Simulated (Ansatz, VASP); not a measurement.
# LaCoPO in two plane-wave programs

Aim: how closely do two programs agree when they are given the same cell, functional and k mesh? The cell is taken from a series of VASP runs on this material, whose earlier steps may have relaxed, scaled or displaced it; both programs get it as it stands. Valence electrons are named where the data sets of a main pair hold unlike numbers.

Main program and level: Ansatz 0.2.0; plane waves, with VASP 6.6.1 beside it; relaxation of cell and atoms at LDA, DFT+U, single point at LDA, DFT+U and electric field gradients at LDA, DFT+U.

### 1. Set-up

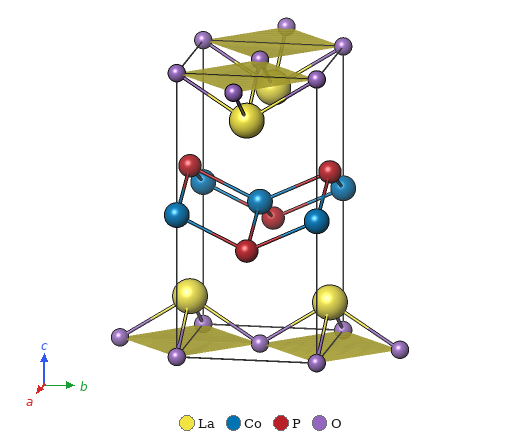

The cell as given, slightly off an axis (lanthanum yellow, cobalt blue, phosphorus red, oxygen purple). Some periodic images of atoms are drawn too.

As a file:

```cif
data_structure
_symmetry_space_group_name_H-M 'P 1'
_symmetry_Int_Tables_number 1
_cell_length_a 3.9085
_cell_length_b 3.9085
_cell_length_c 8.0130
_cell_angle_alpha 90.000
_cell_angle_beta 90.000
_cell_angle_gamma 90.000
_cell_volume 122.41
loop_
_atom_site_label
_atom_site_type_symbol
_atom_site_fract_x
_atom_site_fract_y
_atom_site_fract_z
_atom_site_occupancy
La1 La 0.00000 0.50000 0.84380 1
La2 La 0.50000 0.00000 0.15620 1
Co3 Co 0.50000 0.50000 0.50000 1
Co4 Co 0.00000 0.00000 0.50000 1
P5 P 0.50000 0.00000 0.61574 1
P6 P 0.00000 0.50000 0.38426 1
O7 O 0.00000 0.00000 0.00000 1
O8 O 0.50000 0.50000 0.00000 1
```

### 2. Ansatz: relaxation of cell and atoms, LDA, DFT+U

Ansatz runs on its default PAW (the set named soft_2) files.

The relaxed volume is the usual yardstick between codes: in a stiff, nearly cubic crystal its relative difference is about their pressure difference at one cell divided by the bulk modulus.

Input file input.yaml:

```yaml
crystal:
  lattice:
    - [3.9084862103, 0.0, 0.0]
    - [0.0, 3.9084862103, 0.0]
    - [0.0, 0.0, 8.0129748136]
  atoms:
    - { symbol: La, position: [0.0, 0.5, 0.8438019325] }
    - { symbol: La, position: [0.5, 0.0, 0.1561980675] }
    - { symbol: Co, position: [0.5, 0.5, 0.5], spin: 2.0 }
    - { symbol: Co, position: [0.0, 0.0, 0.5], spin: 2.0 }
    - { symbol: P, position: [0.5, 0.0, 0.6157386906] }
    - { symbol: P, position: [0.0, 0.5, 0.3842613094] }
    - { symbol: O, position: [0.0, 0.0, 0.0] }
    - { symbol: O, position: [0.5, 0.5, 0.0] }
hamiltonian:
  xc: lda
  pseudopotentials: { kind: paw }
  hubbard: { sites: [{ species: Co, l: d, u_eff: 5.0 }] }
magnetization:
  spin_polarized: true
kpoints:
  mp_grid: { grid: [6, 6, 3] }
scf:
  occupations: { method: gaussian, width: 0.05 }
relax:
  f_tol: 0.01
  max_steps: 60
  cell: { stress_tol: 0.05 }
output:
  forces: true
  stress: true
```

Command:

```console
> ansatz run input.yaml --threads 4 --pin off --max-ram 9216MiB --backend cpu --events-out ev --progress --plain --runs-dir out
```

Numbers of over 12 decimals in the logs are rounded to 6 here.

The program printed:

```text
La: projections on atomic orbitals take those of the free atom [Kr 4d10] 4f0 5s2 5p6 5d1 6s2, of charge +0.00 (hamiltonian.pseudopotentials.projection_atoms); the dataset's partial waves leave at most 1.9e-5 of an orbital's norm unspanned inside its sphere
Co: projections on atomic orbitals take those of the free atom [Ne] 3s2 3p6 3d7 4s2, of charge +0.00 (hamiltonian.pseudopotentials.projection_atoms); the dataset's partial waves leave at most 1.4e-6 of an orbital's norm unspanned inside its sphere
P: projections on atomic orbitals take those of the free atom [Ne] 3s2 3p3, of charge +0.00 (hamiltonian.pseudopotentials.projection_atoms); the dataset's partial waves leave at most 1.0e-7 of an orbital's norm unspanned inside its sphere
O: projections on atomic orbitals take those of the free atom [He] 2s2 2p4, of charge +0.00 (hamiltonian.pseudopotentials.projection_atoms); the dataset's partial waves leave at most 1.9e-8 of an orbital's norm unspanned inside its sphere
Engine: ansatz 0.2.0, aarch64-unknown-linux-gnu
Pseudopotentials: kind: paw
Pseudopotential: La, paw, valence charge 11, recommended cutoff 420 eV (normal), La.paw.azcp
Pseudopotential: Co, paw, valence charge 17, recommended cutoff 420 eV (normal), Co.paw.azcp
Pseudopotential: P, paw, valence charge 5, recommended cutoff 420 eV (normal), P.paw.azcp
Pseudopotential: O, paw, valence charge 6, recommended cutoff 420 eV (normal), O.paw.azcp
Functional definition: SPW92
  exchange = slater_x
  correlation = pw_c
Crystal: 8 atoms, lattice volume = 122.408 Å³
Basis set: ecut = 420 eV, 2419 PW (Γ)
Bands: 50, of which v1, the nominal top of the filled ones, is band 39 counted from 1 (38 counted from 0)
Symmetry: 16 space group operations
Space group: P4/nmm (ITA 129), of the structure as read, at distance tolerance 5.0e-5 Å
Magnetic group: BNS 129.411 (UNI 1071), of the structure as read, at distance tolerance 5.0e-5 Å
k-points: 20 of 108
Non-local potential: La, projectors of the file, l = 0: 3, l = 1: 2, l = 2: 2, l = 3: 3
Non-local potential: Co, projectors of the file, l = 0: 3, l = 1: 2, l = 2: 3, l = 3: 1
Non-local potential: P, projectors of the file, l = 0: 2, l = 1: 2, l = 2: 2
Non-local potential: O, projectors of the file, l = 0: 2, l = 1: 2, l = 2: 1
PAW form: soft (Blöchl's): semilocal exchange-correlation on the pseudo side does not see the compensation charge
PAW frozen core: La, regenerated for the run's functional, and the local potential with it (the file was generated under x = pbe(κ = 0.804, μ = 0.219515), c = pbe(β = 0.066725))
PAW frozen core: Co, regenerated for the run's functional, and the local potential with it (the file was generated under x = pbe(κ = 0.804, μ = 0.219515), c = pbe(β = 0.066725))
PAW frozen core: P, regenerated for the run's functional, and the local potential with it (the file was generated under x = pbe(κ = 0.804, μ = 0.219515), c = pbe(β = 0.066725))
PAW frozen core: O, regenerated for the run's functional, and the local potential with it (the file was generated under x = pbe(κ = 0.804, μ = 0.219515), c = pbe(β = 0.066725))
PAW one-centre angular grid: La, 590 points (default); XC on 64 Gauss nodes
PAW one-centre angular grid: Co, 590 points (default); XC on 64 Gauss nodes
PAW one-centre angular grid: P, 110 points (default); XC on 64 Gauss nodes
PAW one-centre angular grid: O, 110 points (default); XC on 64 Gauss nodes
Initial density: superposition of atomic densities (chi_scale 0.1, normalization cell, long waves kept (reshape's long-wave potential 0.55 eV rms))
Starting moments: Σ|m| = 4 μB on 2 of 8 sites
Initial wavefunctions: pseudopotential atomic-orbital guess
Functional: x = slater, c = lda
SCF iter   1: F=—  HF=-24846.689508 eV  |F-HF|=—  |Δ(HF+E_count)|=         —  Δρ=1.38e-1 (↑4.98e-2 ↓1.38e-1)  dr2=6.23e1  dr2_m=4.71e0  M=1.401 μB ∫|m|=1.763 μB  β_m=0.30  ethr=3.10e-3  ⟨swp⟩=7.7  Hψ=8850  notcnv=0  defer=2
preconditioner: auto → Kerker (q_TF=auto, 2.531 Å⁻¹)  [metal: Δε(μ)=0.005 eV  Ē_g=9.749 eV  σ=0.050 eV  W_gap=0.06  n_scr=38 (ndim 8)  ℏωp=25.6 eV  f_vac=0.000  D(μ)=7.71/eV (n_scr^D=76)]
spin=Collinear: Kerker preconditioning applied to the charge; magnetization (m = ρ↑ − ρ↓) channel mixes plain (no charge-response kernel on spin).
SCF iter   2: F=—  HF=-24845.322314 eV  |F-HF|=—  |Δ(HF+E_count)|=    1.37e0  Δρ=5.40e-2 (↑5.40e-2 ↓3.43e-2)  dr2=5.88e0  dr2_m=3.50e-1  M=2.329 μB ∫|m|=2.716 μB  β_m=0.30  ethr=3.10e-3  ⟨swp⟩=4.0  Hψ=4563  notcnv=0  defer=208
SCF iter   3: F=—  HF=-24844.871219 eV  |F-HF|=—  |Δ(HF+E_count)|=   4.51e-1  Δρ=3.62e-2 (↑2.03e-2 ↓3.62e-2)  dr2=4.92e0  dr2_m=6.45e-1  M=1.892 μB ∫|m|=2.258 μB  β_m=0.30  ethr=3.10e-3  ⟨swp⟩=3.1  Hψ=3389  notcnv=0  defer=215
SCF iter   4: F=—  HF=-24844.601537 eV  |F-HF|=—  |Δ(HF+E_count)|=   2.70e-1  Δρ=2.51e-2 (↑1.69e-2 ↓2.51e-2)  dr2=2.56e0  dr2_m=4.09e-1  M=1.833 μB ∫|m|=2.189 μB  β_m=0.30  ethr=3.10e-3  ⟨swp⟩=2.6  Hψ=2379  notcnv=0  defer=209
SCF iter   5: F=—  HF=-24844.363496 eV  |F-HF|=—  |Δ(HF+E_count)|=   2.38e-1  Δρ=2.22e-2 (↑2.22e-2 ↓1.40e-2)  dr2=5.65e-1  dr2_m=3.13e-1  M=1.584 μB ∫|m|=2.193 μB  β_m=0.30  ethr=3.10e-3  ⟨swp⟩=3.5  Hψ=3190  notcnv=0  defer=215
[...]
SCF iter  19: F=—  HF=-24844.448833 eV  |F-HF|=—  |Δ(HF+E_count)|=   3.47e-1  Δρ=1.68e-2 (↑3.28e-3 ↓1.68e-2)  dr2=3.24e-1  dr2_m=6.66e-2  M=0.093 μB ∫|m|=1.910 μB  β_m=0.15  ethr=6.41e-5  ⟨swp⟩=4.7  Hψ=13016  notcnv=0  defer=748
SCF iter  20: F=—  HF=-24844.430651 eV  |F-HF|=—  |Δ(HF+E_count)|=   1.82e-2  Δρ=6.88e-3 (↑4.40e-3 ↓6.88e-3)  dr2=5.65e-3  dr2_m=3.60e-2  M=0.074 μB ∫|m|=1.950 μB  β_m=0.69  ethr=6.41e-5  ⟨swp⟩=2.7  Hψ=10042  notcnv=0  defer=756
SCF iter  21: F=—  HF=-24844.446797 eV  |F-HF|=—  |Δ(HF+E_count)|=   1.61e-2  Δρ=3.99e-3 (↑3.99e-3 ↓3.87e-3)  dr2=4.99e-2  dr2_m=1.93e-3  M=0.046 μB ∫|m|=2.087 μB  β_m=0.52  ethr=7.25e-6  ⟨swp⟩=2.8  Hψ=10546  notcnv=0  defer=756
SCF iter  22: F=—  HF=-24844.442235 eV  |F-HF|=—  |Δ(HF+E_count)|=   4.56e-3  Δρ=1.30e-3 (↑8.56e-4 ↓1.30e-3)  dr2=3.22e-3  dr2_m=4.70e-4  M=0.023 μB ∫|m|=2.087 μB  β_m=0.48  ethr=7.25e-6  ⟨swp⟩=2.1  Hψ=9824  notcnv=0  defer=756
SCF iter  23: F=—  HF=-24844.442176 eV  |F-HF|=—  |Δ(HF+E_count)|=         —  Δρ=4.79e-4 (↑4.79e-4 ↓2.69e-4)  dr2=3.17e-4  dr2_m=1.06e-4  M=0.015 μB ∫|m|=2.107 μB  ethr=4.13e-6  ⟨swp⟩=2.0  Hψ=7025  notcnv=0  defer=752
Mixer restart at iter 23: flushing history
SCF iter  24: F=—  HF=-24844.616782 eV  |F-HF|=—  |Δ(HF+E_count)|=         —  Δρ=3.84e-5 (↑2.45e-5 ↓3.84e-5)  dr2=2.98e-6  dr2_m=2.18e-7  M=1.394 μB ∫|m|=1.697 μB  β_m=0.48  ethr=6.53e-9  ⟨swp⟩=5.5  Hψ=12897  notcnv=0  defer=650
SCF iter  25: F=—  HF=-24844.616783 eV  |F-HF|=—  |Δ(HF+E_count)|=   4.00e-7  Δρ=4.52e-5 (↑4.52e-5 ↓3.89e-5)  dr2=6.19e-6  dr2_m=3.91e-8  M=1.394 μB ∫|m|=1.697 μB  β_m=0.35  ethr=3.82e-9  ⟨swp⟩=2.0  Hψ=10817  notcnv=0  defer=650
SCF iter  26: F=—  HF=-24844.616782 eV  |F-HF|=—  |Δ(HF+E_count)|=   5.95e-7  Δρ=1.83e-5 (↑5.47e-6 ↓1.83e-5)  dr2=2.73e-7  dr2_m=1.40e-7  M=1.394 μB ∫|m|=1.697 μB  β_m=0.44  ethr=3.82e-9  ⟨swp⟩=2.0  Hψ=6905  notcnv=0  defer=650
SCF iter  27: F=—  HF=-24844.616782 eV  |F-HF|=—  |Δ(HF+E_count)|=   6.45e-8  Δρ=1.77e-5 (↑1.77e-5 ↓1.00e-5)  dr2=5.03e-7  dr2_m=6.34e-8  M=1.394 μB ∫|m|=1.697 μB  β_m=0.44  ethr=3.50e-10  ⟨swp⟩=2.0  Hψ=7883  notcnv=0  defer=650
iter 28 did not close the SCF: its close was put off for a magnetic moment that had not settled (scf_convergence_deferred on its scf_iter line)
SCF iter  28: F=-24844.616782 eV  HF=-24844.616782 eV  |F-HF|=2.04e-8  |Δ(HF+E_count)|=   5.38e-8  Δρ=5.20e-6 (↑4.95e-6 ↓5.20e-6)  dr2=4.25e-8  dr2_m=1.50e-8  M=1.394 μB ∫|m|=1.697 μB  β_m=0.59  ethr=1.28e-10  ⟨swp⟩=1.9  Hψ=14512  notcnv=0
SCF iter  29: F=-24844.616782 eV  HF=-24844.616782 eV  |F-HF|=3.40e-8  |Δ(HF+E_count)|=   1.65e-8  Δρ=4.16e-6 (↑3.75e-6 ↓4.16e-6)  dr2=4.35e-8  dr2_m=3.81e-9  M=1.394 μB ∫|m|=1.697 μB  ethr=5.45e-11  ⟨swp⟩=1.0  Hψ=14275  notcnv=0
SCF 2 converged in 29 iterations: F = -24844.616782 eV  dr2 = 4.35e-8
a single-point calculation of the run's input, under the relaxation's own `scf.mixing.negative_modes` where the relaxation goes by `scf.lower_state_search: light` itself or types `scf.max_iter`, was made at the relaxed geometry, from the atoms, with one SCF from other starting moments behind it, in 54 SCF iterations in all. It converged +0.0 meV from the relaxation's final energy, with moments (0.00, 0.00, 0.75, 0.75 [...]
SCF converged after 7 iterations
Magnetization: 1.3939 μB (39.6969 up, 38.3031 down)
Absolute magnetization: 1.6981 μB (∫|ρ↑−ρ↓|, with the PAW one-centre terms)
Spin contamination: 0.0921 ħ² per cell (⟨S²⟩ above its minimum at these occupations)
Per-site moments (μB) at R_I (Å): [(-0.000583033, 0.959446), (-0.000583033, 0.959446), (0.749496, 0.901136), (0.749496, 0.901136), (-0.022313, 0.901136), (-0.022313, 0.901136), (-0.00143787, 0.959446), (-0.00143787, 0.959446)]
Free energy (F): -24844.616782 eV
Harris-Foulkes:  -24844.616782 eV  (|F-HF|=3.64e-12)
Internal energy: -24844.615596 eV  (E = F + TS)
E sigma→0 (E₀):  -24844.616189 eV
Entropy (-TS):   -0.001186 eV (-0.148 meV/atom)
Fermi energy:    12.531748 eV
--- Per-component energies (eV) ---
  E_band       = -617.882643
  E_kinetic    = 1804.659461
  E_local      = -10494.693428  (includes V_loc(G=0)·N_el)
  E_nonlocal   = 1305.533665
  E_hartree    = 4522.005611
  E_xc         = -866.397045
  E_vxc        = -1021.560553  (∫ρ·V_xc dr)
  E_hubbard    = 6.371792  (on-site DFT+U / exact-exchange correction)
  E_vhub       = -27.811475  (the Hubbard potential's part of the band-sum identity)
  E_paw        = -14782.013333  (= ΣΔE_a)
  E_vpaw       = -1228.026922  (= ΣTr[D̂ρ^β])
  E_aug_tail   = 0.005051  (compensation charges beyond the density's cutoff)
  E_ewald      = -6341.997851
  E_core_change = 1.910480  (= ΣΔE_core)
  E_smearing   = -0.001186  (= −TS)
  E_closure    = -0.000000  (closes the sum)
  Σ components = -24844.616782   (vs F -24844.616782, Δ=0.00e0)
--- Forces (eV/Å), atoms counted from 1 ---
  atom   1  La    -0.00000000    -0.00000000    -0.00017922
  atom   2  La     0.00000000     0.00000000     0.00017922
  atom   3  Co     0.00000000     0.00000000    -0.00000000
  atom   4  Co    -0.00000000    -0.00000000     0.00000000
  atom   5  P     -0.00000000     0.00000000     0.00014717
  atom   6  P      0.00000000    -0.00000000    -0.00014717
  atom   7  O     -0.00000000    -0.00000000     0.00000000
  atom   8  O      0.00000000     0.00000000     0.00000000
  max |Σ_I F_I| component: 1.11e-16 eV/Å
--- Stress (GPa, compression-positive) ---
        0.004038      -0.000000       0.000000
       -0.000000       0.004038      -0.000000
        0.000000      -0.000000       0.002957
  P = ⅓ Tr σ = 0.0037 GPa (0.037 kbar)
--- Relaxed structure (8 steps of the walk, 7 accepted, 2 SCFs on fresh bases) ---
  F+E_penalty+E_count = -24844.61678214 eV   max|allowed force component| = 1.792e-4 eV/Å   (the final SCF, on the basis selected at the relaxed cell)
  cell:  # Å, volume = 124.4011 Å³
    - [3.937535, 0, 0]
    - [0, 3.937535, 0]
    - [0, 0, 8.023714]
  atoms:
    - { symbol: La, position: [0, 0.500000, 0.845644] }
    - { symbol: La, position: [0.500000, 0, 0.154356] }
    - { symbol: Co, position: [0.500000, 0.500000, 0.5] }
    - { symbol: Co, position: [0, 0, 0.5] }
    - { symbol: P, position: [0.500000, 0, 0.617992] }
    - { symbol: P, position: [0, 0.500000, 0.382008] }
    - { symbol: O, position: [0, 0, 0] }
    - { symbol: O, position: [0.500000, 0.500000, 0.0] }
```

It took 2.4 min on 4 threads of Arm Neoverse V1, shared host; peak memory 1.2 GiB; 9.1 min of CPU time.

(Part 1 of 3 ends here.)

[Lines on the potential files, build, host, timing and source positions are cut from VASP's logs without a mark.]

[Logs are printed without paths, hosts, clocks, repeated set-up lines and the standing remarks that a program may print on its own settings, such as how far it seeks lower states.]

[Hosts, paths, dates, database ids (printed as entryN), source tags and the programs' standing remarks are cut or masked in the printed files.]
